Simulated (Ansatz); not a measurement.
Three curves of one kind of scan: energy against volume (even scaling of the relaxed cell, symmetry kept). Method: r2SCAN (plane waves to 500 eV, PAW, scalar-relativistic; Ansatz, a quantum-chemistry and plane-wave program). Each is measured from its own zero (the relaxed starting cell). 

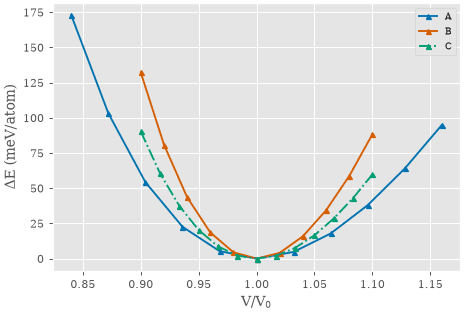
*Curves A, B and C.*

Match the curves to these crystals:
- Ga2Pt (fluorite type, space group Fm-3m), a = b = c = 5.935 Å, α = β = γ = 90.00°
- ScPt3 (Cu3Au type), a = b = c = 3.978 Å, α = β = γ = 90.00°
- YPb$_{3}$ (Cu3Au type), a = b = c = 4.861 Å, α = β = γ = 90.00°

A is YPb3; B is ScPt3; C is Ga2Pt.

All were relaxed with their symmetry unable to fall. Ga2Pt is run without spin polarisation. ScPt3 is run without spin polarisation. Spin-orbit coupling is left out. This is a high-temperature form of Ga2Pt. YPb3 is run without spin polarisation.

(Under strain, the slope of the energy per volume gives the stress and its curvature an elastic modulus.)
